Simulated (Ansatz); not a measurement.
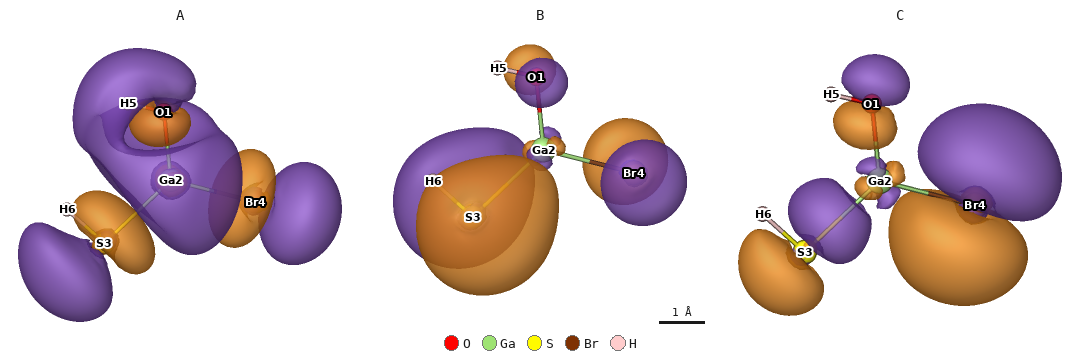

BrGaH₂OS. Three frontier orbitals at ±0.06 Å⁻³ᐟ² (orange and purple are the two phases), in no order.

Geometry: PBE0-D4/def2-TZVP.

Method: RKS PBE0-D4/def2-TZVPP in Ansatz.

Input

```
crystal:
  periodic: [false, false, false]
  atoms:
    - {symbol: O, position_ang: [-0.433158, 0.847442, -1.307751]}
    - {symbol: Ga, position_ang: [-0.173746, -0.536368, -0.228461]}
    - {symbol: S, position_ang: [0.725535, -0.422649, 1.763227]}
    - {symbol: Br, position_ang: [-0.843988, -2.549266, -1.021736]}
    - {symbol: H, position_ang: [-0.141827, 1.689169, -0.950154]}
    - {symbol: H, position_ang: [0.909184, 0.907674, 1.698676]}
basis:
  gaussian: {orbitals: def2-TZVPP}
hamiltonian: {xc: pbe0, dispersion: d4}
output: {orbitals: {seedname: orbitals}}
```

Run with:

```sh
ansatz run in.yaml --threads 4 --pin off --events-out ev --progress --plain --max-ram 10444MiB
```

Question: Order the three orbitals by energy and name them.

Answer: C is the HOMO−1 (−8.55 eV). It lies mainly on Br4 (about 80 %), S3 (about 10 %) and Ga2 (about 5 %); it is symmetric in the molecular plane (an in-plane orbital: σ, lone-pair or in-plane π type); largely a lone pair of Br4. B is the HOMO (−8.12 eV). By Hirshfeld shares it lies mainly on S3 (about 75 %), Ga2 (about 10 %) and Br4 (about 10 %); it changes sign across the molecular plane (π type); π-antibonding (a node) across Ga2–Br4. A is the LUMO (−1.30 eV). Its weight (Hirshfeld) is mainly on Ga2 (about 40 %), S3 (about 20 %), Br4 (about 20 %) and O1 (about 10 %); it is symmetric in the molecular plane (an in-plane orbital: σ, lone-pair or in-plane π type).

Question: What is the HOMO–LUMO gap?

Answer: 6.82 eV between the orbital energies.
